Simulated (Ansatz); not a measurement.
# SiPH (singlet): CAM-B3LYP, wB97M-V over a scan of the distance Si1–H3, 6-31G, part 2 of 2

Ansatz 0.2.0, Gaussian basis; 6-31G, all electrons in the functionals.

**15. wB97M-V, 1.483 Å**

Input file in.yaml:

```yaml
crystal:
  periodic: [false, false, false]
  atoms:
    - {symbol: Si, position_ang: [0.000000, 0.000000, 0.153800]}
    - {symbol: P, position_ang: [0.000000, 0.000000, -1.790600]}
    - {symbol: H, position_ang: [0.000000, 0.000000, 1.636800]}
basis:
  gaussian: {orbitals: 6-31G}
magnetization: {spin_polarized: true, initial_magnetization: 0}
hamiltonian: {xc: {name: wB97M-V}}
output: {forces: true, orbitals: {seedname: orbitals}}
```

On the command line:

```console
$ ansatz run in.yaml --threads 1 --pin off --events-out ev --progress --plain --max-ram 2393MiB
```

The program printed, cut to the lines that bear on the results:

```text
Functional definition: wB97M-V
  name "wB97M-V"
  cite "Mardirossian & Head-Gordon, J. Chem. Phys. 144, 214110 (2016) doi:10.1063/1.4952647"
  cite "Becke, J. Chem. Phys. 107, 8554 (1997) doi:10.1063/1.475007"
  cite "Vydrov & Van Voorhis, J. Chem. Phys. 133, 244103 (2010) doi:10.1063/1.3521275"
  # Of w^i u^j: cxij and so on, Table III.
[...]
  gx(w, u) = 1 - cx + cx01*u + cx10*w
[...]
reference -17177.17517201 eV, -631.2495444638 hartree; 15, 15 occupied and 13, 13 virtual orbitals, 312 factors
Total energy: -17177.17517201 eV, -631.2495444638 hartree
Atom 0 at     0.000000     0.000000     0.153800 Å, force     0.000000    -0.000000     1.819877 eV/Å
Atom 1 at     0.000000     0.000000    -1.790600 Å, force    -0.000000     0.000000    -1.792171 eV/Å
Atom 2 at     0.000000     0.000000     1.636800 Å, force    -0.000000    -0.000000    -0.027706 eV/Å
Dipole moment:     0.000000    -0.000000     0.540180 e Å
```

It took 10 s on 1 thread of Intel Xeon at 2.50GHz, shared host.

From the report: ⟨S²⟩ of the determinant 0.000 (pure singlet: 0.00).

**16. wB97M-V, 1.609 Å**

Input file in.yaml:

```yaml
crystal:
  periodic: [false, false, false]
  atoms:
    - {symbol: Si, position_ang: [0.000000, 0.000000, 0.111800]}
    - {symbol: P, position_ang: [0.000000, 0.000000, -1.832600]}
    - {symbol: H, position_ang: [0.000000, 0.000000, 1.720800]}
basis:
  gaussian: {orbitals: 6-31G}
magnetization: {spin_polarized: true, initial_magnetization: 0}
hamiltonian: {xc: {name: wB97M-V}}
output: {forces: true, orbitals: {seedname: orbitals}}
```

Same command.

The program printed, cut to the lines that bear on the results:

```text
Functional definition: wB97M-V
  name "wB97M-V"
  cite "Mardirossian & Head-Gordon, J. Chem. Phys. 144, 214110 (2016) doi:10.1063/1.4952647"
  cite "Becke, J. Chem. Phys. 107, 8554 (1997) doi:10.1063/1.475007"
  cite "Vydrov & Van Voorhis, J. Chem. Phys. 133, 244103 (2010) doi:10.1063/1.3521275"
  # Of w^i u^j: cxij and so on, Table III.
[...]
  gx(w, u) = 1 - cx + cx01*u + cx10*w
[...]
reference -17177.05011838 eV, -631.2449488278 hartree; 15, 15 occupied and 13, 13 virtual orbitals, 312 factors
Total energy: -17177.05011838 eV, -631.2449488278 hartree
Atom 0 at     0.000000     0.000000     0.111800 Å, force     0.000000     0.000000     3.653344 eV/Å
Atom 1 at     0.000000     0.000000    -1.832600 Å, force     0.000000     0.000000    -1.867445 eV/Å
Atom 2 at     0.000000     0.000000     1.720800 Å, force    -0.000000    -0.000000    -1.785899 eV/Å
Dipole moment:    -0.000000    -0.000000     0.519159 e Å
```

Run time: 14 s. Hardware: 1 thread of Intel Xeon at 2.50GHz, shared host.

From the report: ⟨S²⟩ of the determinant 0.000 (pure singlet: 0.00).

From 1.483 Å: +12.1 kJ/mol.

**17. wB97M-V, 1.812 Å**

Input file in.yaml:

```yaml
crystal:
  periodic: [false, false, false]
  atoms:
    - {symbol: Si, position_ang: [0.000000, 0.000000, 0.044133]}
    - {symbol: P, position_ang: [0.000000, 0.000000, -1.900267]}
    - {symbol: H, position_ang: [0.000000, 0.000000, 1.856133]}
basis:
  gaussian: {orbitals: 6-31G}
magnetization: {spin_polarized: true, initial_magnetization: 0}
hamiltonian: {xc: {name: wB97M-V}}
output: {forces: true, orbitals: {seedname: orbitals}}
```

Launched as before.

The program printed, cut to the lines that bear on the results:

```text
Functional definition: wB97M-V
  name "wB97M-V"
  cite "Mardirossian & Head-Gordon, J. Chem. Phys. 144, 214110 (2016) doi:10.1063/1.4952647"
  cite "Becke, J. Chem. Phys. 107, 8554 (1997) doi:10.1063/1.475007"
  cite "Vydrov & Van Voorhis, J. Chem. Phys. 133, 244103 (2010) doi:10.1063/1.3521275"
  # Of w^i u^j: cxij and so on, Table III.
[...]
  gx(w, u) = 1 - cx + cx01*u + cx10*w
[...]
reference -17176.53615995 eV, -631.2260612039 hartree; 15, 15 occupied and 13, 13 virtual orbitals, 312 factors
Total energy: -17176.53615995 eV, -631.2260612039 hartree
Atom 0 at     0.000000     0.000000     0.044133 Å, force     0.000000     0.000000     5.026461 eV/Å
Atom 1 at     0.000000     0.000000    -1.900267 Å, force    -0.000000     0.000000    -1.984605 eV/Å
Atom 2 at     0.000000     0.000000     1.856133 Å, force    -0.000000     0.000000    -3.041855 eV/Å
Dipole moment:     0.000000    -0.000000     0.481265 e Å
```

Run time: 11 s. Hardware: 1 thread of Intel Xeon at 2.50GHz, shared host.

From the report: ⟨S²⟩ of the determinant 0.000 (pure singlet: 0.00).

From 1.483 Å: +61.7 kJ/mol.

**18. wB97M-V, 2.020 Å**

Input file in.yaml:

```yaml
crystal:
  periodic: [false, false, false]
  atoms:
    - {symbol: Si, position_ang: [0.000000, 0.000000, -0.025200]}
    - {symbol: P, position_ang: [0.000000, 0.000000, -1.969600]}
    - {symbol: H, position_ang: [0.000000, 0.000000, 1.994800]}
basis:
  gaussian: {orbitals: 6-31G}
magnetization: {spin_polarized: true, initial_magnetization: 0}
hamiltonian: {xc: {name: wB97M-V}}
output: {forces: true, orbitals: {seedname: orbitals}}
```

Same command.

The program printed, cut to the lines that bear on the results:

```text
Functional definition: wB97M-V
  name "wB97M-V"
  cite "Mardirossian & Head-Gordon, J. Chem. Phys. 144, 214110 (2016) doi:10.1063/1.4952647"
  cite "Becke, J. Chem. Phys. 107, 8554 (1997) doi:10.1063/1.475007"
  cite "Vydrov & Van Voorhis, J. Chem. Phys. 133, 244103 (2010) doi:10.1063/1.3521275"
  # Of w^i u^j: cxij and so on, Table III.
[...]
  gx(w, u) = 1 - cx + cx01*u + cx10*w
[...]
reference -17175.86220111 eV, -631.2012936731 hartree; 15, 15 occupied and 13, 13 virtual orbitals, 312 factors
Total energy: -17175.86220111 eV, -631.2012936731 hartree
Atom 0 at     0.000000     0.000000    -0.025200 Å, force    -0.000000    -0.000000     5.430132 eV/Å
Atom 1 at     0.000000     0.000000    -1.969600 Å, force     0.000000    -0.000000    -2.094747 eV/Å
Atom 2 at     0.000000     0.000000     1.994800 Å, force     0.000000    -0.000000    -3.335385 eV/Å
Dipole moment:    -0.000000    -0.000000     0.445125 e Å
```

Wall time 9.5 s (1 thread of Intel Xeon at 2.50GHz, shared host).

From the report: ⟨S²⟩ of the determinant 0.000 (pure singlet: 0.00).

From 1.483 Å: +126.7 kJ/mol.

**19. wB97M-V, 2.322 Å**

Input file in.yaml:

```yaml
crystal:
  periodic: [false, false, false]
  atoms:
    - {symbol: Si, position_ang: [0.000000, 0.000000, -0.125867]}
    - {symbol: P, position_ang: [0.000000, 0.000000, -2.070267]}
    - {symbol: H, position_ang: [0.000000, 0.000000, 2.196133]}
basis:
  gaussian: {orbitals: 6-31G}
magnetization: {spin_polarized: true, initial_magnetization: 0}
hamiltonian: {xc: {name: wB97M-V}}
output: {orbitals: {seedname: orbitals}}
```

The command is unchanged.

The program printed, cut to the lines that bear on the results:

```text
Functional definition: wB97M-V
  name "wB97M-V"
  cite "Mardirossian & Head-Gordon, J. Chem. Phys. 144, 214110 (2016) doi:10.1063/1.4952647"
  cite "Becke, J. Chem. Phys. 107, 8554 (1997) doi:10.1063/1.475007"
  cite "Vydrov & Van Voorhis, J. Chem. Phys. 133, 244103 (2010) doi:10.1063/1.3521275"
  # Of w^i u^j: cxij and so on, Table III.
[...]
  gx(w, u) = 1 - cx + cx01*u + cx10*w
[...]
312 factors; integrals over basis functions are off by at most 1.2e-4 eV
131 factors; integrals over basis functions are off by at most 5.6e-6 eV
[...]
mean field -17174.88088122 eV, -631.1652308323 hartree, gradient 3.0e-6 eV, S^2 0.073619; 5 other end points of the search recorded, 0 dependent functions left out
reference -17174.88091280 eV, -631.1652319928 hartree; 15, 15 occupied and 13, 13 virtual orbitals, 312 factors
Total energy: -17174.88091280 eV, -631.1652319928 hartree
```

Run time: 20 s. Hardware: 1 thread of Intel Xeon at 2.50GHz, shared host.

From the report: ⟨S²⟩ of the determinant 0.074 (pure singlet: 0.00).

From 1.483 Å: +221.4 kJ/mol.

**20. wB97M-V, 2.803 Å**

Input file in.yaml:

```yaml
crystal:
  periodic: [false, false, false]
  atoms:
    - {symbol: Si, position_ang: [0.000000, 0.000000, 0.286200]}
    - {symbol: P, position_ang: [0.000000, 0.000000, 2.230600]}
    - {symbol: H, position_ang: [0.000000, 0.000000, -2.516800]}
basis:
  gaussian: {orbitals: 6-31G}
magnetization: {spin_polarized: true, initial_magnetization: 0}
hamiltonian: {xc: {name: wB97M-V}}
output: {forces: true, orbitals: {seedname: orbitals}}
```

Launched as before.

The program printed:

```text
Functional definition: wB97M-V
  name "wB97M-V"
  cite "Mardirossian & Head-Gordon, J. Chem. Phys. 144, 214110 (2016) doi:10.1063/1.4952647"
  cite "Becke, J. Chem. Phys. 107, 8554 (1997) doi:10.1063/1.475007"
  cite "Vydrov & Van Voorhis, J. Chem. Phys. 133, 244103 (2010) doi:10.1063/1.3521275"
  # Of w^i u^j: cxij and so on, Table III.
  parameter omega = 0.3/bohr
  parameter cx = 0.15
  parameter cx01 = 1.007
  parameter cx10 = 0.259
  parameter css00 = 0.443
  parameter css04 = -1.437
  parameter css10 = -4.535
  parameter css20 = -3.390
  parameter css43 = 4.278
  parameter cos00 = 1.000
  parameter cos10 = 1.358
  parameter cos20 = 2.924
  parameter cos21 = -8.812
  parameter cos60 = -1.390
  parameter cos61 = 9.142
  parameter b = 6.0
  parameter c = 0.01
  gx(w, u) = 1 - cx + cx01*u + cx10*w
  gss(w, u) = css00 + css04*u^4 + css10*w + css20*w^2 + css43*w^4*u^3
  gos(w, u) = cos00 + cos10*w + (cos20 + cos21*u)*w^2 + (cos60 + cos61*u)*w^6
  exchange = spin_sum(e_x_unif_sr(omega)*gx(b97_w, b97_u_x)) + cx*exact_x_sr(omega) + exact_x_lr(omega)
  correlation = spin_sum(e_c_pw_mod_same_spin*gss(b97_w, b97_u_same))
      + integral(e_c_pw_mod_opposite_spin*gos(b97_w_opposite, b97_u_opposite)) + vv10(b, c)
312 factors; integrals over basis functions are off by at most 1.1e-4 eV
131 factors; integrals over basis functions are off by at most 9.4e-6 eV
mean field evaluation 1: about -17171.5572 eV, gradient 1.4e1 eV
mean field evaluation 2: about -17166.2271 eV, gradient 3.0e1 eV
mean field evaluation 4: about -17173.5356 eV, gradient 3.8e-1 eV
mean field evaluation 8: about -17173.5565 eV, gradient 8.2e-2 eV
mean field evaluation 16: about -17173.5566 eV, gradient 3.0e-5 eV
mean field evaluation 32: about -17174.1296 eV, gradient 4.0e-1 eV
mean field evaluation 64: about -17173.8537 eV, gradient 2.2e0 eV
mean field -17174.13700316 eV, -631.1378938179 hartree, gradient 1.4e-5 eV, S^2 0.790396; 6 other end points of the search recorded, 0 dependent functions left out
the calculation of the forces begins
reference -17174.13703490 eV, -631.1378949843 hartree; 15, 15 occupied and 13, 13 virtual orbitals, 312 factors
Total energy: -17174.13703490 eV, -631.1378949843 hartree
Atom 0 at     0.000000     0.000000     0.286200 Å, force    -0.000000    -0.000000    -3.441693 eV/Å
Atom 1 at     0.000000     0.000000     2.230600 Å, force     0.000000     0.000000     2.752334 eV/Å
Atom 2 at     0.000000     0.000000    -2.516800 Å, force     0.000000     0.000000     0.689359 eV/Å
Dipole moment:    -0.000000    -0.000000    -0.428988 e Å
```

Run time: 28 s. Hardware: 1 thread of Intel Xeon at 2.50GHz, shared host.

From the report: ⟨S²⟩ of the determinant 0.790 (pure singlet: 0.00). The determinant is far from a pure spin state, so its energy mixes those of several spin states (harmless only where they are near-degenerate, as at dissociation).

From 1.483 Å: +293.1 kJ/mol.

**21. wB97M-V, 3.247 Å**

Input file in.yaml:

```yaml
crystal:
  periodic: [false, false, false]
  atoms:
    - {symbol: Si, position_ang: [0.000000, 0.000000, 0.434200]}
    - {symbol: P, position_ang: [0.000000, 0.000000, 2.378600]}
    - {symbol: H, position_ang: [0.000000, 0.000000, -2.812800]}
basis:
  gaussian: {orbitals: 6-31G}
magnetization: {spin_polarized: true, initial_magnetization: 0}
hamiltonian: {xc: {name: wB97M-V}}
output: {orbitals: {seedname: orbitals}}
```

Launched as before.

The program printed, cut to the lines that bear on the results:

```text
Functional definition: wB97M-V
  name "wB97M-V"
  cite "Mardirossian & Head-Gordon, J. Chem. Phys. 144, 214110 (2016) doi:10.1063/1.4952647"
  cite "Becke, J. Chem. Phys. 107, 8554 (1997) doi:10.1063/1.475007"
  cite "Vydrov & Van Voorhis, J. Chem. Phys. 133, 244103 (2010) doi:10.1063/1.3521275"
  # Of w^i u^j: cxij and so on, Table III.
[...]
  gx(w, u) = 1 - cx + cx01*u + cx10*w
[...]
312 factors; integrals over basis functions are off by at most 1.6e-4 eV
131 factors; integrals over basis functions are off by at most 1.3e-5 eV
[...]
mean field -17173.96546648 eV, -631.1315899611 hartree, gradient 9.8e-6 eV, S^2 0.948109; 6 other end points of the search recorded, 0 dependent functions left out
reference -17173.96549816 eV, -631.1315911255 hartree; 15, 15 occupied and 13, 13 virtual orbitals, 312 factors
Total energy: -17173.96549816 eV, -631.1315911255 hartree
```

Wall time 31 s (1 thread of Intel Xeon at 2.50GHz, shared host).

From the report: ⟨S²⟩ of the determinant 0.948 (pure singlet: 0.00). The determinant is far from a pure spin state, so its energy mixes those of several spin states (harmless only where they are near-degenerate, as at dissociation).

From 1.483 Å: +309.7 kJ/mol.

**22. wB97M-V, 3.941 Å**

Input file in.yaml:

```yaml
crystal:
  periodic: [false, false, false]
  atoms:
    - {symbol: Si, position_ang: [0.000000, 0.000000, -0.665533]}
    - {symbol: P, position_ang: [0.000000, 0.000000, -2.609933]}
    - {symbol: H, position_ang: [0.000000, 0.000000, 3.275467]}
basis:
  gaussian: {orbitals: 6-31G}
magnetization: {spin_polarized: true, initial_magnetization: 0}
hamiltonian: {xc: {name: wB97M-V}}
output: {forces: true, orbitals: {seedname: orbitals}}
```

The command is unchanged.

The program printed:

```text
Functional definition: wB97M-V
  name "wB97M-V"
  cite "Mardirossian & Head-Gordon, J. Chem. Phys. 144, 214110 (2016) doi:10.1063/1.4952647"
  cite "Becke, J. Chem. Phys. 107, 8554 (1997) doi:10.1063/1.475007"
  cite "Vydrov & Van Voorhis, J. Chem. Phys. 133, 244103 (2010) doi:10.1063/1.3521275"
  # Of w^i u^j: cxij and so on, Table III.
  parameter omega = 0.3/bohr
  parameter cx = 0.15
  parameter cx01 = 1.007
  parameter cx10 = 0.259
  parameter css00 = 0.443
  parameter css04 = -1.437
  parameter css10 = -4.535
  parameter css20 = -3.390
  parameter css43 = 4.278
  parameter cos00 = 1.000
  parameter cos10 = 1.358
  parameter cos20 = 2.924
  parameter cos21 = -8.812
  parameter cos60 = -1.390
  parameter cos61 = 9.142
  parameter b = 6.0
  parameter c = 0.01
  gx(w, u) = 1 - cx + cx01*u + cx10*w
  gss(w, u) = css00 + css04*u^4 + css10*w + css20*w^2 + css43*w^4*u^3
  gos(w, u) = cos00 + cos10*w + (cos20 + cos21*u)*w^2 + (cos60 + cos61*u)*w^6
  exchange = spin_sum(e_x_unif_sr(omega)*gx(b97_w, b97_u_x)) + cx*exact_x_sr(omega) + exact_x_lr(omega)
  correlation = spin_sum(e_c_pw_mod_same_spin*gss(b97_w, b97_u_same))
      + integral(e_c_pw_mod_opposite_spin*gos(b97_w_opposite, b97_u_opposite)) + vv10(b, c)
313 factors; integrals over basis functions are off by at most 1.2e-4 eV
131 factors; integrals over basis functions are off by at most 2.6e-5 eV
mean field evaluation 1: about -17166.0439 eV, gradient 1.8e1 eV
mean field evaluation 2: about -17147.9998 eV, gradient 4.5e1 eV
mean field evaluation 4: about -17171.3862 eV, gradient 4.5e0 eV
mean field evaluation 8: about -17171.6738 eV, gradient 6.5e-1 eV
mean field evaluation 16: about -17171.6814 eV, gradient 1.1e-3 eV
mean field evaluation 32: about -17173.9064 eV, gradient 7.8e-6 eV
mean field evaluation 64: about -17173.9064 eV, gradient 2.5e-4 eV
mean field -17173.90639716 eV, -631.1294192037 hartree, gradient 7.1e-6 eV, S^2 0.998208; 3 other end points of the search recorded, 0 dependent functions left out
the calculation of the forces begins
reference -17173.90643071 eV, -631.1294204366 hartree; 15, 15 occupied and 13, 13 virtual orbitals, 313 factors
Total energy: -17173.90643071 eV, -631.1294204366 hartree
Atom 0 at     0.000000     0.000000    -0.665533 Å, force    -0.000000    -0.000000     2.929698 eV/Å
Atom 1 at     0.000000     0.000000    -2.609933 Å, force     0.000000     0.000000    -2.896131 eV/Å
Atom 2 at     0.000000     0.000000     3.275467 Å, force    -0.000000    -0.000000    -0.033566 eV/Å
Dipole moment:    -0.000000    -0.000000     0.364442 e Å
```

It took 30 s on 1 thread of Intel Xeon at 2.50GHz, shared host.

From the report: ⟨S²⟩ of the determinant 0.998 (pure singlet: 0.00). The determinant is far from a pure spin state, so its energy mixes those of several spin states (harmless only where they are near-degenerate, as at dissociation).

From 1.483 Å: +315.4 kJ/mol.

**23. wB97M-V, 5.070 Å**

Input file in.yaml:

```yaml
crystal:
  periodic: [false, false, false]
  atoms:
    - {symbol: Si, position_ang: [0.000000, 0.000000, -1.041867]}
    - {symbol: P, position_ang: [0.000000, 0.000000, -2.986267]}
    - {symbol: H, position_ang: [0.000000, 0.000000, 4.028133]}
basis:
  gaussian: {orbitals: 6-31G}
magnetization: {spin_polarized: true, initial_magnetization: 0}
hamiltonian: {xc: {name: wB97M-V}}
output: {orbitals: {seedname: orbitals}}
```

Launched as before.

The program printed, cut to the lines that bear on the results:

```text
Functional definition: wB97M-V
  name "wB97M-V"
  cite "Mardirossian & Head-Gordon, J. Chem. Phys. 144, 214110 (2016) doi:10.1063/1.4952647"
  cite "Becke, J. Chem. Phys. 107, 8554 (1997) doi:10.1063/1.475007"
  cite "Vydrov & Van Voorhis, J. Chem. Phys. 133, 244103 (2010) doi:10.1063/1.3521275"
  # Of w^i u^j: cxij and so on, Table III.
[...]
  gx(w, u) = 1 - cx + cx01*u + cx10*w
[...]
312 factors; integrals over basis functions are off by at most 1.7e-4 eV
131 factors; integrals over basis functions are off by at most 3.8e-5 eV
[...]
mean field -17173.88462702 eV, -631.1286191660 hartree, gradient 9.0e-6 eV, S^2 1.004738; 5 other end points of the search recorded, 0 dependent functions left out
reference -17173.88466211 eV, -631.1286204554 hartree; 15, 15 occupied and 13, 13 virtual orbitals, 312 factors
Total energy: -17173.88466211 eV, -631.1286204554 hartree
```

Wall time 20 s (1 thread of Intel Xeon at 2.50GHz, shared host).

From the report: ⟨S²⟩ of the determinant 1.005 (pure singlet: 0.00). The determinant is far from a pure spin state, so its energy mixes those of several spin states (harmless only where they are near-degenerate, as at dissociation).

From 1.483 Å: +317.5 kJ/mol.

**24. The comparison**

The yardstick is full CI for this spin, exact in this basis with these frozen cores. It comes from earlier runs at the same points. Energies in kJ/mol, counted from 1.483 Å; blanks weren't run or aren't comparable.

| level | 1.176 Å | 1.363 Å | 1.483 Å | 1.609 Å | 1.812 Å | 2.020 Å | 2.322 Å | 2.803 Å | 3.247 Å | 3.941 Å | 5.070 Å |
| --- | --- | --- | --- | --- | --- | --- | --- | --- | --- | --- | --- |
| FCI | 147.6 | 20.1 | 0.0 | 6.2 | 44.6 | 94.7 | 160.3 | 224.7 | 248.9 | 259.1 | 261.3 |
| CAM-B3LYP | 135.4 | 15.3 | 0.0 | 11.7 | 61.0 | 125.9 | 215.7 | 279.7 | 297.4 | 305.3 | 307.7 |
| wB97M-V | 135.2 | 15.0 | 0.0 | 12.1 | 61.7 | 126.7 | 221.4 | 293.1 | 309.7 | 315.4 | 317.5 |

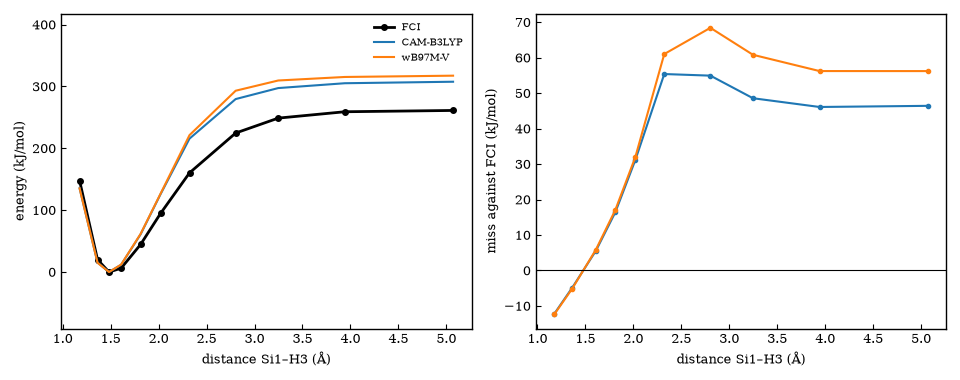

Left: the curves (the axis may cut off levels that run far away). Right: misses against FCI, in the same colours.

Largest miss and mean time a point (FCI took 5.4 min a point; shared hosts):

| level | largest miss (kJ/mol) | where | time a point |
| --- | --- | --- | --- |
| CAM-B3LYP | +55.4 | 2.322 Å | 5.7 s |
| wB97M-V | +68.4 | 2.803 Å | 18 s |

**25. Summary of results**

This closing draws on all 2 parts.

```
               quantity                   value
  span of the FCI curve            261.3 kJ/mol
largest miss, CAM-B3LYP  +55.4 kJ/mol (2.322 Å)
  largest miss, wB97M-V  +68.4 kJ/mol (2.803 Å)
```

In words: Of the functionals, CAM-B3LYP keep the smallest largest miss at the points compared (at most 55.4 kJ/mol) and wB97M-V strays most (68.4 kJ/mol, at 2.803 Å). CAM-B3LYP, wB97M-V clearly break the spin symmetry at some points (⟨S²⟩ up to 1.01 above the pure value), so energy there is bought with a mixed spin. Functionals and the yardstick converge differently with the basis, so part of each miss in 6-31G is the basis.
